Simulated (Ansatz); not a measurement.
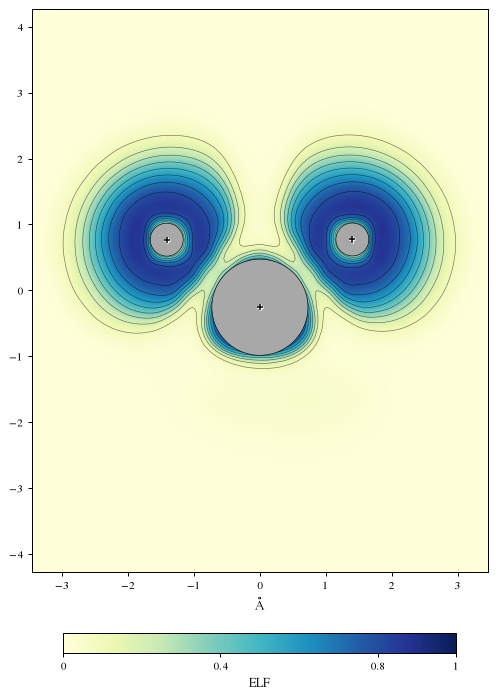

The electron localisation function on a plane through atoms (crosses mark nuclei in the plane; grey discs cover the cores).

The calculation used RKS PBE0-D4/def2-TZVP in Ansatz 0.2.0.

Candidates:
A. Cu2H2S2
B. F3H2NTi
C. B3H6 (charge +1)

Question: Which system is this?

Answer: Candidate B: F3H2NTi on the plane of atoms F6, Ti1 and F7, which holds Ti and F. Ti–F (1.74 Å): the ELF peaks at about 0.80 in the valence shell of F, 0.5 Å from its nucleus, and drops to about 0.25 between the two atoms.
